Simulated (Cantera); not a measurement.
Input: 1 mol PbCl2, 0.46 mol H2, 46 mol N2, at 0.0133 bar.

Method: chemical equilibrium by Gibbs-energy minimisation in Cantera with the NASA 1993 tables (ideal gas, pure condensed phases). Candidate condensed phases: NH4Cl, Pb, PbCl2; 17 gas species. The tables' values for PbCl4 are old estimates; treat these amounts as uncertain. The numbers say what is thermodynamically allowed, not how fast it happens.

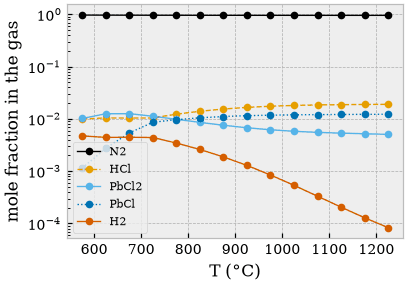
Equilibrium gas composition (values under 1e-9 drawn at 1e-9)

Task: Read off the mole fractions at 875 °C.

Result: N2 about 0.96, HCl about 0.015, PbCl about 0.011, PbCl2 about 0.0076, H2 about 0.0019.
